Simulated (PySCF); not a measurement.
# C$_{3}$H$_{7}$BN$_{2}$O$_{2}$Si: what the fields show

```xyz
16

O     2.8887    0.1687    0.5394
B     1.6312   -0.2838    0.2792
O     1.4264   -1.6296    0.1781
C     0.3943    0.6253    0.0894
C     0.2384    2.0003    0.1158
N    -1.0537    2.3642   -0.1020
C    -1.6961    1.2323   -0.2597
N    -0.8874    0.1361   -0.1585
Si   -1.4426   -1.5598   -0.3133
H     2.9496    1.1262    0.5953
H     2.2319   -2.1421    0.3062
H     1.0116    2.7531    0.2822
H    -2.7660    1.1407   -0.4532
H    -1.2305   -2.3086    0.9510
H    -0.8098   -2.2276   -1.4783
H    -2.9048   -1.3981   -0.5607
```

Geometry: PBE0-D3(BJ)/def2-SVP.

The calculation used PBE0/pcSseg-1, SCF density, gas phase, non-relativistic (PySCF).

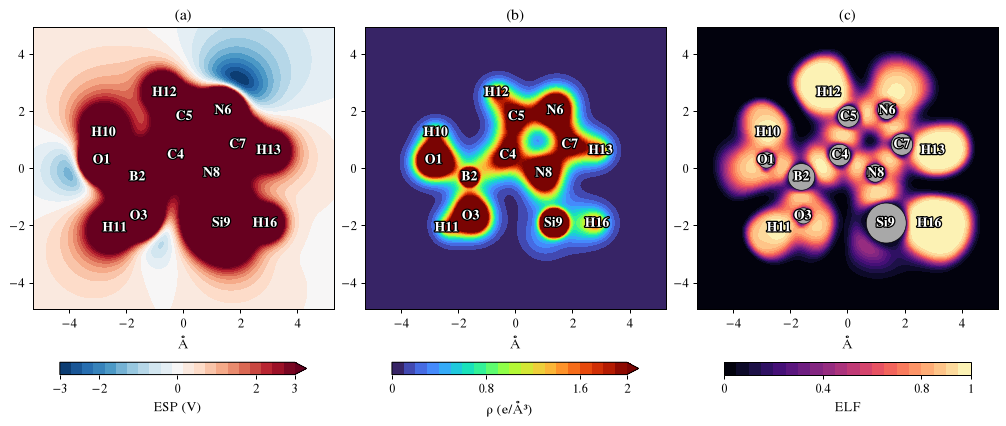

Figure 1. (a) electrostatic potential; (b) electron density; (c) electron localisation function on the plane of atoms O1, B2 and O3. Grey discs cover the atomic cores in the ELF map.

What does the map show?

- Atoms in the plane: O, B, C, N, Si and H.
- C–N (1.31 Å): ρ at the midpoint is about 2.6 e/Å³; the ELF peaks at about 0.90 between the atoms; a covalent bond.
- B–O (1.36 Å): the density is about 2.1 e/Å³ at the midpoint; the ELF peaks at about 0.90 between the atoms; a short, strongly polar bond.
- C–C (1.38 Å): ρ at the midpoint is about 2.1 e/Å³; the ELF peaks at about 0.95 between the atoms, as expected for localised, covalent bonding.
- C–B (1.55 Å): ρ at the midpoint is about 1.5 e/Å³; the ELF peaks at about 1 between the atoms (localised, covalent bonding).
- Si–N (1.79 Å): ρ is about 0.96 e/Å³ halfway; the ELF peaks at about 0.95 between the atoms (a polar covalent bond).
- The ELF also peaks beside O1 and N6, away from the bonds: lone-pair regions.
- Outside the dense part of the molecule the potential is most negative (−3.0 V) near N6.

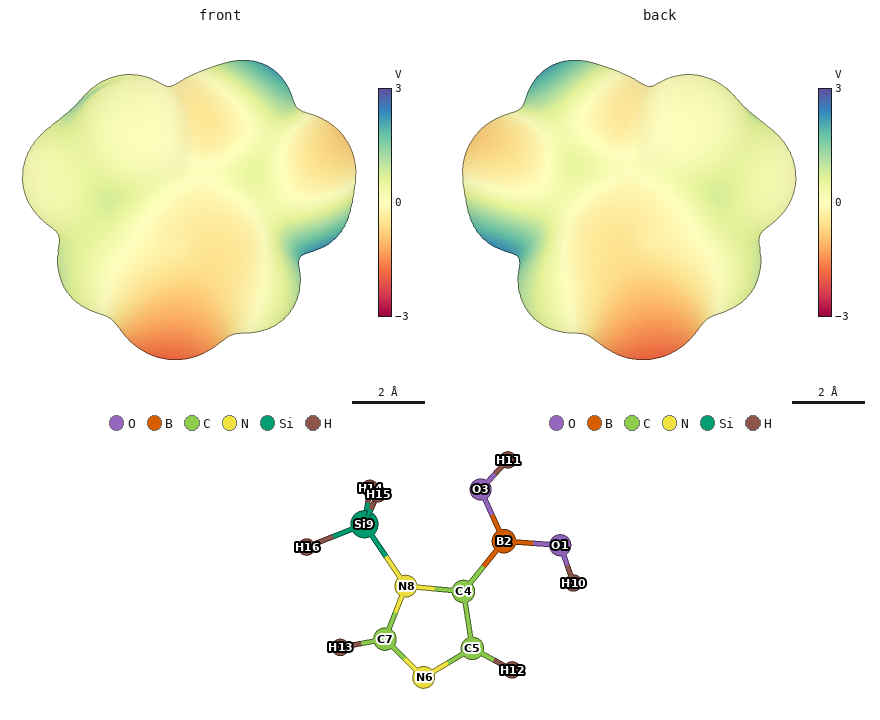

Figure 2. The molecular electrostatic potential painted on the density surface at 0.001 e/bohr³, seen from the front and from behind; red is negative and blue positive. The bare structure is drawn below in the same view.

Which sites attract a positive test charge, and which a negative one?

A positive charge is drawn to the negative regions and a negative charge to the positive ones. The most negative region (about −1.8 V) lies over N6, the most positive (about +2.2 V) over H10. N6 is the likeliest acceptor of a hydrogen bond.
